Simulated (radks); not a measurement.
The Ru⁺ ion in the configuration [Kr] 4d7. Theory: non-relativistic Kohn-Sham, PBE, spin-unpolarised, spherical densities, point nucleus (computed with the in-house radial solver radks).

Wanted: the number of electrons inside radius r (solid) and the radial density 4πr²ρ (dashed).

The count levels off at 43 electrons. Half of them lie within 0.415 bohr, 90 % within 1.55 bohr and 99 % within 2.96 bohr. The radial density has minima at 0.0486, 0.210 and 0.750 bohr, where the count stands at 2.0, 11.2 and 29.0; these part the shells that the density resolves.

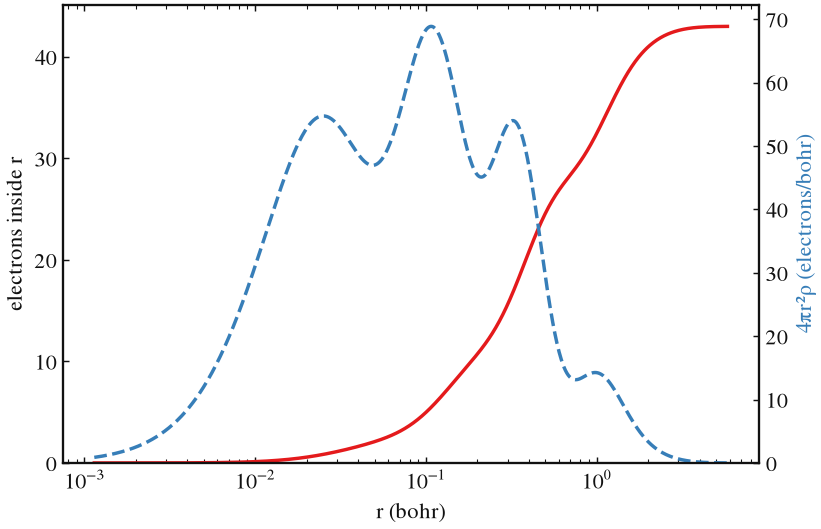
